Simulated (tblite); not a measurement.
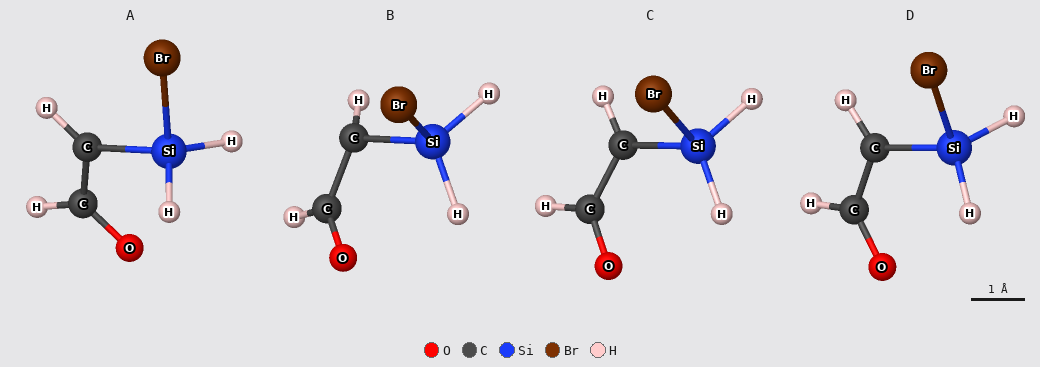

4 geometries from one relaxation of C₂H₄BrOSi (multiplicity 2), in shuffled order. Style: ball-and-stick. Shown from a free direction.

Theory: GFN2-xTB geometry optimisation, gas phase (tblite). 

Question: Order the frames from highest to lowest energy.

Answer: B, C, D, A. They are steps 0, 58, 70, 107, at +12.6 kcal/mol, +1.68 kcal/mol, +0.88 kcal/mol relative to the last. Over 107 geometry steps the energy falls by 12.6 kcal/mol. The largest move after the best rigid fit is that of an H atom, 1.47 Å. Largest moves by element: H 1.47 Å, O 1.43 Å, Br 1.15 Å, C 0.45 Å, Si 0.24 Å. Near-neighbour distances that change, for instance: C–C 1.496 → 1.413 Å, Br–Si 2.262 → 2.223 Å, C–H 1.071 → 1.101 Å, H–Si 1.480 → 1.454 Å. Among the angles between lasting bonds that change: Si–C–H 113.8° → 126.8°, C–C–H 114.2° → 121.2°, H–Si–H 111.0° → 115.8°. Cost: 0.34 s on 1 thread of AMD EPYC 9B45 (shared host).
